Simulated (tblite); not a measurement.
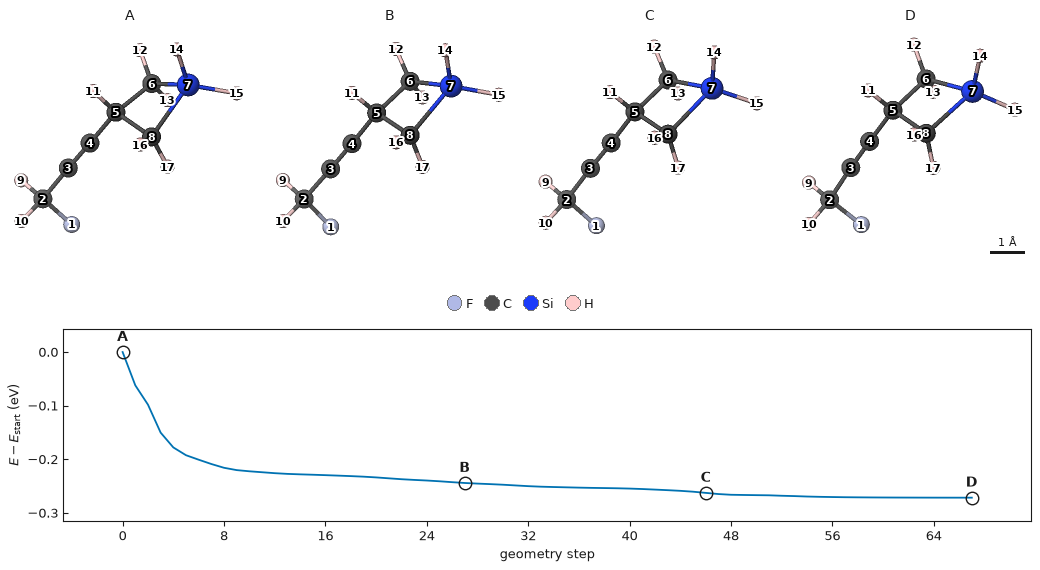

Frames of a relaxation of C₆H₉FSi, marked on the history of the run. The picture is a ball-and-stick view, seen from a free direction.

Level of theory: GFN2-xTB geometry optimisation, gas phase in tblite 0.8.0. 

Question: What happens along the run?

Answer: Over 67 geometry steps the energy falls by 0.272 eV. The largest move after the best rigid fit is that of H14, 0.74 Å. By element the largest moves are H 0.74 Å, Si 0.30 Å, F 0.29 Å, C 0.23 Å. Among the contacts that change: F1–C2 1.358 → 1.381 Å, C5–C6 1.573 → 1.550 Å, C6–Si7 1.890 → 1.911 Å, Si7–H14 1.482 → 1.464 Å. Among the angles between lasting bonds that change: H14–Si7–H15 116.7° → 111.7°, C6–C5–C8 94.9° → 99.7°, C5–C8–H17 115.6° → 111.1°. From step 0 to 27: H14 moves most (0.26 Å), energy −0.244 eV. From step 27 to 46: H15 moves most (0.35 Å), energy −0.018 eV. From step 46 to 67: H15 moves most (0.26 Å), energy −0.009 eV.
